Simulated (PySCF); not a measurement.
C7H5NS3, SMILES c1csc(Sc2nccs2)c1 at its GFN2-xTB optimised geometry (Å):

```
16

C     -0.4914    -3.5102    -0.3141
C     -1.0950    -3.0998     0.8313
S     -0.4144    -1.6526     1.4535
C      0.6955    -1.5881     0.1243
S      1.9255    -0.3386    -0.0019
C      0.9216     1.0818     0.0000
N     -0.3640     1.0818     0.0000
C     -0.8591     2.3412     0.0018
C      0.0652     3.3333     0.0001
S      1.6603     2.6743     0.0000
C      0.5435    -2.6436    -0.7226
H     -0.7757    -4.3934    -0.8566
H     -1.9119    -3.5593     1.3514
H     -1.9255     2.4711     0.0027
H     -0.0824     4.3934    -0.0014
H      1.1442    -2.7839    -1.6024
```

Calculation: B3LYP/def2-TZVP run with PySCF. Cells within 0.4 Å of a nucleus heavier than hydrogen are left out (blank, or x).

Map of the Laplacian of the electron density (e/bohr⁵) on the plane z = 0.6 Å:

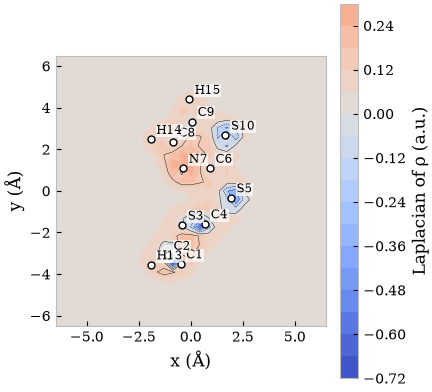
Figure. Laplacian of the electron density (e/bohr⁵) on the plane z = 0.6 Å.
